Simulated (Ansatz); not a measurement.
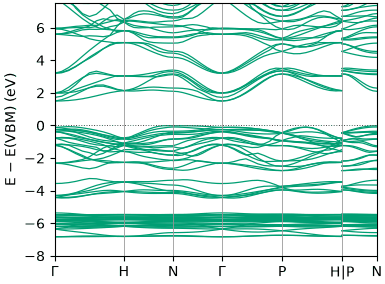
*Band structure from LDA in the plane-wave PAW code Ansatz*

The gap is 1.50 eV; an edge lies off the plotted path or next to a special point (maximum off the standard path, minimum at Γ).

The material is Hg$_{3}$Te$_{2}$Br$_{2}$ in space group I2_13 (No. 199; Hg on 12b, Te on 8a, Br on 8a).

The workflow started from a Materials Project entry (that database holds measured and hypothetical structures alike); the Crystallography Open Database files this formula in space group No. 199, but the cells were not matched. Whether it is the stable phase at ambient conditions was not checked. The cell was relaxed with LDA under the symmetry of its start; its stability against distortions is not shown here. Spin–orbit coupling is left out wherever it is not named.

Potentials: the later of the program's two PAW sets.
